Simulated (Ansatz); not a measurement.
## Nb2AlC: pressure series

Base system: Nb2AlC (space group P6_3/mmc, No. 194; a = 3.0928 Å, c = 13.8472 Å; a cell from a computed database, its experimental status unchecked).

Cell and atoms are relaxed at each pressure.

Calculations: Ansatz (a quantum-chemistry and plane-wave program), PBEsol, PAW, cutoff 420 eV, spin-orbit coupling left out.

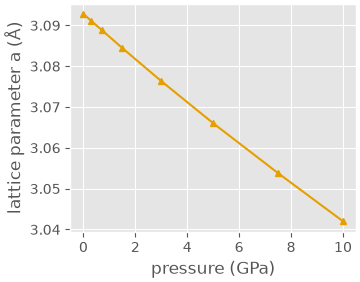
*Lattice parameter a against pressure*

Q: From the plot, what is the lattice parameter a for pressure 0.7 GPa?

A: About 3.089 Å.

Q: Is the trend monotonic over the range shown?

A: Yes, it falls throughout, spanning 3.042 Å to 3.093 Å.

Load acts through the strain it causes; cell and atoms are relaxed under it. Whether these cells are dynamically stable was not tested. Competing high-pressure phases were not computed. All final runs are without spin polarisation.
